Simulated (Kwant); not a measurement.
System: Aharonov-Bohm ring in a Si two-dimensional gas. Effective mass 0.19 mₑ, grid spacing 25 nm, hard walls, nominal width 300 nm (11 grid rows, so walls 300 nm apart), one parabolic valley, scattering region 1900 nm long along x; energies count from the band bottom; Fermi energy 0.000145 eV. Ring of mean radius 450 nm, arms as wide as the leads. Perpendicular field swept from 0 to 0.032 T, none in the leads; orbital effect alone.

The device is made up for the run: typed textbook-type constants, with dimensions and the other settings drawn at random.

Computed with Kwant: effective-mass tight-binding model on a square grid, one spin, coherent transport at 0 K. Conductance is in e²/h.

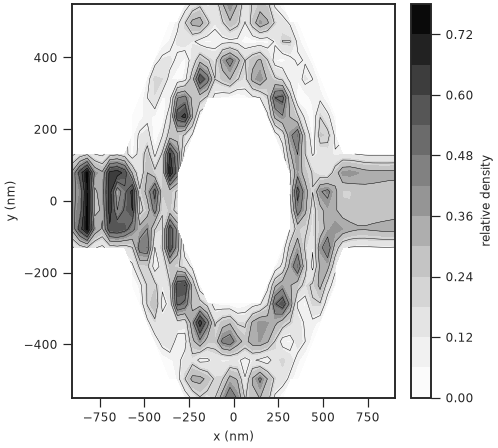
Figure. Density of the scattering states that come in from the left lead, at field = 0.0079101 T, in bins, relative to the largest site value

The conductance there is 1.45 e²/h with 2 open channel(s) in the leads.
